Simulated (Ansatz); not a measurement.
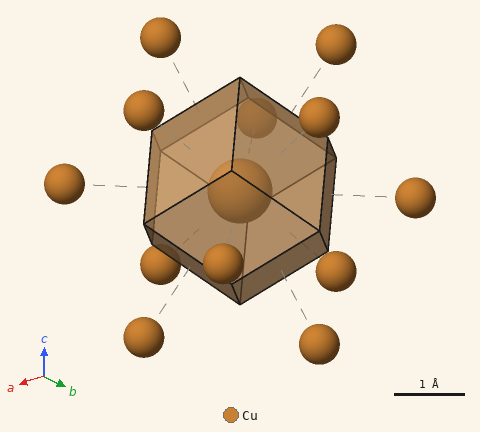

Voronoi cell (the region closer to this atom than to any other), computed from the atomic positions without radii. Central atom: Cu (4a) in Cu; faces take the colour of the neighbour behind them. Origin: the geometry relaxed with DFT PBE+D3(BJ), scalar-relativistic, plane waves, PAW in Ansatz.

Cu, space group Fm-3m (No. 225), a = 3.563 Å, b = 3.563 Å, c = 3.563 Å, α = 90.00°, β = 90.00°, γ = 90.00°

```json
{"site": "Cu", "Wyckoff": "4a", "x": "0.0000", "y": "0.0000", "z": "0.0000"}
```

> What is the volume of this Voronoi cell?

11.3 Å³, equal to the mean volume per atom.

> Give the Voronoi index ⟨n3,n4,n5,n6,…⟩ (numbers of faces with 3, 4, 5, 6 … edges).

12 faces, index ⟨0,12,0,0⟩: a rhombic dodecahedron, as in the face-centred cubic structure.
